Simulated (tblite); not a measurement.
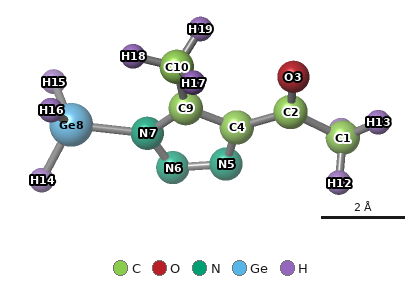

*The input geometry (ball-and-stick view, seen at a tilt; atoms are numbered from 1 in the order of the input). Sticks mark near contacts.*

Bond lengths as drawn: C–C 1.37 to 1.52 Å, C–H 1.07 to 1.13 Å, C–N 1.35 to 1.37 Å, C–O 1.26 Å, Ge–H 1.54 to 1.57 Å, Ge–N 1.87 Å and N–N 1.32 to 1.34 Å.

**C5H9GeN3O: geometry relaxation (part 1 of 3)**

C5H9GeN3O, SMILES CC(=O)c1nn[n]([GeH3])c1C, computed with GFN2-xTB geometry optimisation, gas phase (tblite 0.8.0).

## Log
```
step      E/eV     max force
  0    -816.93968    2.802
  1    -817.18085    3.101
  2    -817.27634    0.782
  3    -817.31692    0.513
  4    -817.34638    0.397
  5    -817.36434    0.508
  6    -817.38482    0.438
  7    -817.40126    0.286
  8    -817.41312    0.269
  9    -817.42180    0.327
 10    -817.43240    0.400
 11    -817.44406    0.357
 12    -817.45396    0.215
 13    -817.45909    0.179
 14    -817.46180    0.154
 15    -817.46502    0.156
 16    -817.47022    0.209
 17    -817.47676    0.215
 18    -817.48268    0.182
 19    -817.48753    0.169
 20    -817.49254    0.153
 21    -817.49822    0.165
 22    -817.50431    0.182
 23    -817.51009    0.181
 24    -817.51530    0.199
 25    -817.52015    0.189
 26    -817.52431    0.164
 27    -817.52723    0.140
 28    -817.52926    0.111
 29    -817.53088    0.087
 30    -817.53220    0.082
 31    -817.53311    0.063
 32    -817.53367    0.050
 33    -817.53413    0.047
 34    -817.53464    0.062
 35    -817.53513    0.062
 36    -817.53546    0.041
 37    -817.53566    0.027
 38    -817.53578    0.024
 39    -817.53589    0.023
 40    -817.53599    0.020
 41    -817.53608    0.023
 42    -817.53616    0.020
 43    -817.53625    0.020
 44    -817.53631    0.022
 45    -817.53637    0.022
 46    -817.53645    0.021
 47    -817.53656    0.022
 48    -817.53669    0.024
 49    -817.53681    0.024
 50    -817.53690    0.023
 51    -817.53699    0.021
 52    -817.53710    0.026
 53    -817.53721    0.028
 54    -817.53732    0.034
 55    -817.53744    0.034
 56    -817.53757    0.037
 57    -817.53775    0.052
 58    -817.53795    0.052
 59    -817.53812    0.034
 60    -817.53827    0.037
 61    -817.53846    0.038
 62    -817.53875    0.060
 63    -817.53921    0.077
 64    -817.53980    0.070
 65    -817.54036    0.067
 66    -817.54072    0.055
 67    -817.54099    0.040
 68    -817.54123    0.039
 69    -817.54143    0.057
 70    -817.54172    0.055
 71    -817.54196    0.046
 72    -817.54225    0.043
 73    -817.54248    0.050
 74    -817.54292    0.050
 75    -817.54336    0.048
 76    -817.54386    0.058
 77    -817.54432    0.058
 78    -817.54479    0.061
 79    -817.54534    0.060
 80    -817.54591    0.062
 81    -817.54633    0.092
 82    -817.54693    0.047
 83    -817.54729    0.033
 84    -817.54746    0.027
 85    -817.54766    0.033
 86    -817.54782    0.032
 87    -817.54795    0.025
 88    -817.54804    0.020
 89    -817.54812    0.023
 90    -817.54820    0.024
 91    -817.54830    0.026
 92    -817.54841    0.027
 93    -817.54849    0.021
 94    -817.54854    0.013
 95    -817.54857    0.012
 96    -817.54861    0.022
 97    -817.54868    0.037
 98    -817.54879    0.048
 99    -817.54897    0.054
100    -817.54919    0.040
101    -817.54935    0.026
102    -817.54944    0.024
103    -817.54952    0.022
104    -817.54961    0.023
105    -817.54973    0.024
106    -817.54989    0.028
107    -817.55005    0.031
108    -817.55022    0.034
109    -817.55037    0.033
110    -817.55049    0.020
111    -817.55057    0.015
112    -817.55061    0.017
113    -817.55065    0.012
114    -817.55067    0.010
```

## Trajectory as extended XYZ (Å, eV, eV/Å), 26 of the 115 frames kept, from step=0 to step=114
```
19
Properties=species:S:1:pos:R:3:forces:R:3 step=0 energy=-816.93968
C     3.4248    0.2184    0.0839   -1.6550   1.0410   0.4780
C     2.0636   -0.0789   -0.5254    0.3230  -1.0690  -2.5700
O     1.9891   -0.5331   -1.6946   -0.0350   0.9800   2.4290
C     0.8372    0.1368    0.2440   -0.0200   0.5210   1.7620
N     0.7304    0.5965    1.5346   -1.1330   0.3450   0.8090
N    -0.5301    0.6644    1.9057    2.3960  -0.2010  -0.8510
N    -1.2826    0.2424    0.8846    0.0540  -0.1700  -0.4780
Ge   -3.1437    0.1633    0.9763   -1.0650   0.5070   0.1830
C    -0.4641   -0.0953   -0.1301   -0.6310  -0.6120  -1.8900
C    -0.8496   -0.6137   -1.4622   -0.2720   0.2360  -0.9910
H     3.4452   -0.3523    1.0184    0.4620   0.3200  -0.2350
H     3.4102    1.3173    0.2939    0.1690  -0.8610   0.1770
H     4.2083    0.0203   -0.6239    0.1870  -0.3610  -0.0170
H    -3.7098    1.3211    1.8560    0.5970  -0.5750  -0.3370
H    -3.5862   -1.1751    1.5849    0.3040   0.3650  -0.2850
H    -3.7717    0.4019   -0.4379    0.5100  -0.2420   0.6210
H    -0.4968    0.0912   -2.2746   -0.3080  -0.6620   0.8990
H    -1.9386   -0.7420   -1.5717    0.3190   0.0080   0.1100
H    -0.3454   -1.5740   -1.6694   -0.2010   0.4290   0.1850
19
Properties=species:S:1:pos:R:3:forces:R:3 step=5 energy=-817.36434
C     3.3710    0.2408    0.0869   -0.0480   0.1290   0.1730
C     2.0438   -0.0841   -0.5330    0.1580   0.0510   0.0970
O     1.9669   -0.5200   -1.6625   -0.1820  -0.0590  -0.1470
C     0.8372    0.1390    0.2739   -0.0980   0.0250  -0.0210
N     0.7286    0.6061    1.5471   -0.2770  -0.0660  -0.0610
N    -0.4982    0.6561    1.8752   -0.0530   0.0050  -0.0950
N    -1.2773    0.2306    0.8408   -0.0600   0.0640   0.0320
Ge   -3.1776    0.1876    0.9869    0.5010  -0.0850  -0.0170
C    -0.4588   -0.1023   -0.1798   -0.1210  -0.0480  -0.0340
C    -0.8671   -0.6177   -1.4954   -0.0070   0.0380  -0.0240
H     3.4778   -0.3224    1.0056    0.0380  -0.0060   0.1890
H     3.4145    1.2993    0.3243   -0.0550   0.0690   0.1190
H     4.1826    0.0006   -0.5930   -0.0530  -0.0790  -0.0820
H    -3.6574    1.2904    1.8434    0.2140   0.1710   0.1990
H    -3.5583   -1.1412    1.5571    0.1100  -0.0080  -0.0590
H    -3.7278    0.3798   -0.3895    0.1000  -0.0580  -0.0540
H    -0.5086    0.0731   -2.2559   -0.0650  -0.0090  -0.1320
H    -1.9440   -0.7455   -1.5711   -0.0660  -0.0200   0.0040
H    -0.3572   -1.5613   -1.6683   -0.0350  -0.1140  -0.0870
19
Properties=species:S:1:pos:R:3:forces:R:3 step=9 energy=-817.42180
C     3.3565    0.2537    0.1114    0.0110  -0.0900   0.0010
C     2.0345   -0.0796   -0.5229   -0.0620  -0.0210   0.0250
O     1.9342   -0.5166   -1.6545    0.2180   0.0670   0.1250
C     0.8211    0.1376    0.2678    0.0340   0.0070   0.0210
N     0.7037    0.6003    1.5384    0.0660   0.0450   0.0250
N    -0.5223    0.6564    1.8548   -0.0200   0.0130   0.0030
N    -1.2813    0.2336    0.8147    0.0140   0.0000  -0.0160
Ge   -3.1160    0.1963    0.9949   -0.3250   0.0310   0.0240
C    -0.4672   -0.1081   -0.2011    0.0320   0.0110  -0.0280
C    -0.8806   -0.6245   -1.5144   -0.0140  -0.0280  -0.0090
H     3.4949   -0.3044    1.0344   -0.1480  -0.0100   0.0420
H     3.4030    1.3122    0.3635   -0.0500  -0.0570  -0.0690
H     4.1496   -0.0154   -0.5830    0.0280   0.1300   0.0010
H    -3.5751    1.3018    1.8727    0.2420   0.0330   0.0630
H    -3.5185   -1.1316    1.5339    0.0980  -0.1010   0.0580
H    -3.6827    0.3579   -0.3763    0.0340   0.0440  -0.0640
H    -0.5284    0.0647   -2.2811   -0.0780  -0.0470  -0.0880
H    -1.9604   -0.7515   -1.5729   -0.0110  -0.0150  -0.0390
H    -0.3749   -1.5739   -1.6878   -0.0690  -0.0130  -0.0740
19
Properties=species:S:1:pos:R:3:forces:R:3 step=14 energy=-817.46180
C     3.3462    0.2502    0.1394    0.0120   0.0500   0.0210
C     2.0334   -0.0792   -0.5021    0.0310  -0.0130  -0.0540
O     1.9630   -0.5054   -1.6379    0.0290  -0.0510  -0.1040
C     0.8126    0.1380    0.2671   -0.0250  -0.0270  -0.0580
N     0.6872    0.6058    1.5338   -0.0150   0.0000  -0.0320
N    -0.5439    0.6613    1.8362   -0.0210   0.0110  -0.0170
N    -1.2913    0.2352    0.7908   -0.0030  -0.0280  -0.0430
Ge   -3.1290    0.2015    1.0038    0.0950  -0.0080  -0.0030
C    -0.4707   -0.1093   -0.2203   -0.0150  -0.0190  -0.0200
C    -0.8955   -0.6334   -1.5337   -0.0300  -0.0140  -0.0340
H     3.4673   -0.2975    1.0696   -0.0110  -0.0360  -0.0020
H     3.3786    1.3094    0.3766   -0.0220   0.0730   0.0370
H     4.1350    0.0059   -0.5689    0.0740  -0.0050   0.1290
H    -3.4422    1.3263    1.9201    0.0490  -0.0510  -0.0120
H    -3.4615   -1.1522    1.5355   -0.0160   0.0090   0.0530
H    -3.6473    0.3592   -0.3871   -0.1220   0.0880   0.0340
H    -0.5673    0.0434   -2.3240   -0.0130  -0.0120   0.0450
H    -1.9772   -0.7604   -1.5828    0.0080   0.0020   0.0290
H    -0.4072   -1.5896   -1.7235   -0.0050   0.0310   0.0320
19
Properties=species:S:1:pos:R:3:forces:R:3 step=18 energy=-817.48268
C     3.3361    0.2668    0.1619    0.0640  -0.0710  -0.0230
C     2.0463   -0.0859   -0.5196   -0.0590   0.0740   0.0240
O     2.0006   -0.5151   -1.6561    0.0000   0.0080   0.0990
C     0.8124    0.1268    0.2435   -0.0380   0.0450  -0.0630
N     0.6746    0.6081    1.5072    0.1290  -0.0190  -0.0300
N    -0.5571    0.6636    1.8056    0.0950  -0.0080   0.0030
N    -1.2970    0.2249    0.7626    0.0780   0.0200  -0.0460
Ge   -3.1218    0.1925    1.0020    0.0260   0.1200   0.0540
C    -0.4717   -0.1169   -0.2408    0.0000  -0.0830  -0.0540
C    -0.9131   -0.6407   -1.5429   -0.0070  -0.0730  -0.1370
H     3.4411   -0.3034    1.0798   -0.1010   0.0790   0.1290
H     3.3548    1.3286    0.3978   -0.0570  -0.0550   0.0800
H     4.1633    0.0218   -0.4968    0.0710   0.0440  -0.0820
H    -3.3463    1.3166    1.9418   -0.0410  -0.0310   0.0140
H    -3.4361   -1.1528    1.5597   -0.0600  -0.0230  -0.0080
H    -3.6846    0.4027   -0.3669   -0.0990   0.0070   0.0770
H    -0.5921    0.0323   -2.3359   -0.0090   0.0400  -0.0370
H    -1.9953   -0.7670   -1.5782    0.0080  -0.0050   0.0210
H    -0.4236   -1.5935   -1.7321    0.0000  -0.0680  -0.0210
19
Properties=species:S:1:pos:R:3:forces:R:3 step=23 energy=-817.51009
C     3.3317    0.2743    0.1979   -0.0520   0.0410   0.0540
C     2.0670   -0.0797   -0.5314    0.0730  -0.1100  -0.0490
O     2.0487   -0.5267   -1.6595    0.0990  -0.0250  -0.1490
C     0.8153    0.1249    0.1915    0.0580  -0.0290   0.0090
N     0.6884    0.6058    1.4517   -0.0220   0.0470   0.0160
N    -0.5416    0.6610    1.7549   -0.0250   0.0100   0.0140
N    -1.2843    0.2161    0.7146   -0.0060  -0.0360   0.0340
Ge   -3.1028    0.2040    1.0191    0.0360   0.0060   0.0440
C    -0.4668   -0.1420   -0.2883    0.0370   0.0960  -0.0020
C    -0.9338   -0.6684   -1.5841    0.0350   0.0270   0.0630
H     3.3727   -0.2783    1.1333    0.0270  -0.0420  -0.0080
H     3.3046    1.3291    0.4567    0.0190   0.0690  -0.0050
H     4.2048    0.0594   -0.4182   -0.1340   0.0000   0.0670
H    -3.2279    1.3062    1.9922   -0.0960   0.0590   0.0880
H    -3.4179   -1.1461    1.5779   -0.0410   0.0330  -0.0560
H    -3.7635    0.4592   -0.3011   -0.0050  -0.0250   0.0870
H    -0.6336    0.0216   -2.3743   -0.0290  -0.1340  -0.0260
H    -2.0201   -0.7832   -1.5732    0.0770  -0.0370  -0.0650
H    -0.4507   -1.6279   -1.7673   -0.0500   0.0500  -0.1150
19
Properties=species:S:1:pos:R:3:forces:R:3 step=27 energy=-817.52723
C     3.3178    0.2848    0.2292   -0.0140   0.0020  -0.0040
C     2.0910   -0.0931   -0.5514   -0.0700   0.0660   0.0050
O     2.1043   -0.5372   -1.6815    0.1040   0.0250   0.0900
C     0.8285    0.1192    0.1569   -0.0590  -0.0150  -0.0190
N     0.7009    0.6114    1.4157    0.0260  -0.0290  -0.0120
N    -0.5275    0.6606    1.7241    0.0150   0.0280   0.0020
N    -1.2725    0.2059    0.6908   -0.0110   0.0480  -0.0030
Ge   -3.0869    0.2183    1.0430    0.0050   0.0570   0.0720
C    -0.4553   -0.1441   -0.3178   -0.0600  -0.0850  -0.0070
C    -0.9389   -0.6833   -1.6018   -0.0190  -0.0150  -0.0710
H     3.3320   -0.2686    1.1653    0.0270  -0.0510  -0.0290
H     3.2738    1.3390    0.4929   -0.0410   0.0230  -0.0490
H     4.2100    0.0839   -0.3557    0.0350  -0.0300   0.0200
H    -3.1864    1.3078    2.0408   -0.0410  -0.0140   0.0250
H    -3.4226   -1.1336    1.5769   -0.0080  -0.0220   0.0000
H    -3.8210    0.4912   -0.2328    0.0570   0.0050   0.0130
H    -0.6616   -0.0076   -2.4079    0.0300   0.0170  -0.0650
H    -2.0224   -0.8016   -1.5818   -0.0290  -0.0060   0.0110
H    -0.4729   -1.6438   -1.8122    0.0530  -0.0040   0.0220
19
Properties=species:S:1:pos:R:3:forces:R:3 step=32 energy=-817.53367
C     3.3101    0.2918    0.2457    0.0140  -0.0080   0.0020
C     2.0973   -0.0897   -0.5533    0.0120  -0.0390  -0.0020
O     2.1456   -0.5374   -1.6796   -0.0130  -0.0050  -0.0370
C     0.8234    0.1111    0.1367   -0.0010  -0.0120  -0.0120
N     0.7048    0.6077    1.3937   -0.0070   0.0020  -0.0080
N    -0.5216    0.6658    1.7065   -0.0160   0.0030  -0.0110
N    -1.2735    0.2102    0.6779   -0.0070   0.0000  -0.0220
Ge   -3.0811    0.2293    1.0658    0.0010   0.0100   0.0000
C    -0.4625   -0.1548   -0.3330   -0.0020   0.0380  -0.0180
C    -0.9461   -0.6922   -1.6208   -0.0060  -0.0080   0.0040
H     3.3186   -0.2723    1.1746   -0.0080   0.0140   0.0300
H     3.2518    1.3469    0.5011    0.0060   0.0050   0.0200
H     4.2138    0.0902   -0.3224    0.0020   0.0130  -0.0170
H    -3.1680    1.3091    2.0739   -0.0240  -0.0140   0.0250
H    -3.4200   -1.1308    1.5772    0.0030  -0.0170   0.0260
H    -3.8271    0.5078   -0.2010    0.0380   0.0280  -0.0020
H    -0.6715   -0.0196   -2.4341   -0.0100  -0.0100   0.0410
H    -2.0301   -0.8124   -1.5880    0.0130  -0.0160  -0.0460
H    -0.4737   -1.6515   -1.8284    0.0040   0.0160   0.0240
19
Properties=species:S:1:pos:R:3:forces:R:3 step=36 energy=-817.53546
C     3.3098    0.2919    0.2503   -0.0280  -0.0120  -0.0080
C     2.1012   -0.0954   -0.5550   -0.0310   0.0140  -0.0220
O     2.1548   -0.5378   -1.6834    0.0000  -0.0110   0.0040
C     0.8220    0.1060    0.1282   -0.0040   0.0160   0.0140
N     0.7041    0.6055    1.3841    0.0070   0.0050   0.0200
N    -0.5218    0.6682    1.6978    0.0080   0.0080   0.0100
N    -1.2761    0.2142    0.6707    0.0110   0.0180   0.0050
Ge   -3.0805    0.2319    1.0744    0.0090  -0.0060   0.0060
C    -0.4664   -0.1515   -0.3407    0.0050  -0.0210   0.0150
C    -0.9489   -0.6958   -1.6244    0.0060   0.0030  -0.0100
H     3.3146   -0.2696    1.1815    0.0060   0.0100   0.0030
H     3.2466    1.3476    0.5061    0.0010  -0.0200  -0.0010
H     4.2156    0.0943   -0.3165   -0.0040   0.0080   0.0080
H    -3.1727    1.3053    2.0901   -0.0020  -0.0210   0.0090
H    -3.4186   -1.1314    1.5831    0.0110   0.0070   0.0050
H    -3.8178    0.5204   -0.1929   -0.0030   0.0230  -0.0190
H    -0.6743   -0.0225   -2.4347    0.0070   0.0080  -0.0300
H    -2.0319   -0.8202   -1.6008   -0.0040  -0.0190  -0.0080
H    -0.4694   -1.6520   -1.8255    0.0050  -0.0100  -0.0010
19
Properties=species:S:1:pos:R:3:forces:R:3 step=41 energy=-817.53608
C     3.3063    0.2904    0.2498    0.0090   0.0050   0.0020
C     2.0987   -0.0956   -0.5572   -0.0050  -0.0090   0.0120
O     2.1540   -0.5402   -1.6846   -0.0130  -0.0010   0.0060
C     0.8211    0.1069    0.1278   -0.0040  -0.0010  -0.0030
N     0.7052    0.6062    1.3842    0.0040   0.0070  -0.0050
N    -0.5204    0.6710    1.6981    0.0000   0.0020   0.0010
N    -1.2758    0.2182    0.6712    0.0000  -0.0070   0.0000
Ge   -3.0799    0.2320    1.0752    0.0010   0.0170  -0.0020
C    -0.4675   -0.1519   -0.3402   -0.0030   0.0130  -0.0060
C    -0.9478   -0.6961   -1.6264    0.0040  -0.0050   0.0030
H     3.3143   -0.2679    1.1827   -0.0140  -0.0140  -0.0010
H     3.2445    1.3450    0.5068   -0.0150   0.0170  -0.0020
H     4.2138    0.0958   -0.3144    0.0050  -0.0080  -0.0120
H    -3.1767    1.2991    2.0972    0.0040  -0.0120   0.0040
H    -3.4157   -1.1305    1.5855    0.0040  -0.0080  -0.0090
H    -3.8138    0.5289   -0.1934    0.0000   0.0070   0.0030
H    -0.6731   -0.0232   -2.4386    0.0010  -0.0120   0.0110
H    -2.0308   -0.8262   -1.6066    0.0140   0.0010   0.0040
H    -0.4664   -1.6526   -1.8246    0.0080   0.0080  -0.0040
19
Properties=species:S:1:pos:R:3:forces:R:3 step=46 energy=-817.53645
C     3.3044    0.2904    0.2497   -0.0060  -0.0040  -0.0060
C     2.0962   -0.0970   -0.5561    0.0130   0.0050  -0.0100
O     2.1490   -0.5431   -1.6830    0.0050  -0.0110  -0.0070
C     0.8199    0.1086    0.1280    0.0060   0.0060   0.0010
N     0.7057    0.6094    1.3834   -0.0120   0.0020   0.0030
N    -0.5198    0.6739    1.6981   -0.0090   0.0040  -0.0040
N    -1.2758    0.2200    0.6717   -0.0040   0.0060  -0.0040
Ge   -3.0792    0.2342    1.0752   -0.0020  -0.0110  -0.0050
C    -0.4683   -0.1495   -0.3406    0.0050  -0.0070   0.0060
C    -0.9451   -0.6976   -1.6264    0.0020   0.0010   0.0030
H     3.3099   -0.2700    1.1818    0.0010   0.0070  -0.0080
H     3.2384    1.3458    0.5058    0.0060  -0.0170  -0.0030
H     4.2119    0.0947   -0.3155   -0.0120   0.0070   0.0080
H    -3.1763    1.2918    2.1052    0.0040   0.0100   0.0110
H    -3.4110   -1.1311    1.5820   -0.0040  -0.0050  -0.0200
H    -3.8110    0.5377   -0.1934   -0.0020   0.0030   0.0110
H    -0.6712   -0.0264   -2.4397    0.0030   0.0100   0.0030
H    -2.0273   -0.8306   -1.6086   -0.0030  -0.0020   0.0070
H    -0.4601   -1.6519   -1.8251    0.0100  -0.0030   0.0130
19
Properties=species:S:1:pos:R:3:forces:R:3 step=50 energy=-817.53690
C     3.3004    0.2893    0.2475    0.0070   0.0000   0.0000
C     2.0946   -0.0984   -0.5591   -0.0070  -0.0080   0.0030
O     2.1461   -0.5514   -1.6833   -0.0020   0.0010   0.0030
C     0.8203    0.1127    0.1274   -0.0110  -0.0080  -0.0060
N     0.7045    0.6154    1.3823    0.0040   0.0020  -0.0100
N    -0.5214    0.6791    1.6955    0.0050   0.0140   0.0020
N    -1.2761    0.2232    0.6693   -0.0070   0.0040   0.0100
Ge   -3.0785    0.2358    1.0766   -0.0080   0.0060   0.0010
C    -0.4671   -0.1485   -0.3405   -0.0150   0.0050   0.0040
C    -0.9405   -0.7003   -1.6253    0.0040   0.0050  -0.0010
H     3.3020   -0.2720    1.1788    0.0120   0.0030   0.0050
H     3.2311    1.3437    0.5042    0.0130   0.0060   0.0070
H     4.2094    0.0956   -0.3143    0.0100   0.0000  -0.0040
H    -3.1754    1.2835    2.1187    0.0110  -0.0070  -0.0070
H    -3.4086   -1.1346    1.5684   -0.0100  -0.0150  -0.0140
H    -3.8129    0.5524   -0.1871   -0.0020   0.0030   0.0080
H    -0.6676   -0.0278   -2.4379   -0.0070   0.0030  -0.0020
H    -2.0226   -0.8372   -1.6074    0.0170  -0.0120  -0.0020
H    -0.4472   -1.6513   -1.8211   -0.0140   0.0000   0.0050
19
Properties=species:S:1:pos:R:3:forces:R:3 step=55 energy=-817.53744
C     3.2978    0.2881    0.2455    0.0060   0.0020   0.0050
C     2.0907   -0.1018   -0.5597    0.0170   0.0080   0.0090
O     2.1410   -0.5604   -1.6817    0.0020   0.0000   0.0050
C     0.8173    0.1150    0.1264    0.0120   0.0070   0.0070
N     0.7034    0.6240    1.3787   -0.0010   0.0080   0.0070
N    -0.5219    0.6907    1.6930    0.0000   0.0040   0.0000
N    -1.2788    0.2300    0.6696    0.0090   0.0070  -0.0040
Ge   -3.0802    0.2370    1.0795    0.0040  -0.0140  -0.0160
C    -0.4704   -0.1457   -0.3390    0.0110  -0.0040  -0.0010
C    -0.9354   -0.7022   -1.6242   -0.0200  -0.0090   0.0040
H     3.2995   -0.2728    1.1772    0.0160  -0.0020  -0.0020
H     3.2284    1.3422    0.5043    0.0060  -0.0010  -0.0060
H     4.2082    0.0959   -0.3155   -0.0100  -0.0040  -0.0010
H    -3.1675    1.2722    2.1329   -0.0030  -0.0060   0.0110
H    -3.4090   -1.1437    1.5450   -0.0110   0.0010  -0.0030
H    -3.8146    0.5700   -0.1792   -0.0090   0.0090  -0.0030
H    -0.6666   -0.0283   -2.4374   -0.0060  -0.0110   0.0050
H    -2.0149   -0.8497   -1.6077   -0.0330  -0.0010  -0.0090
H    -0.4368   -1.6511   -1.8152    0.0090   0.0050  -0.0080
```
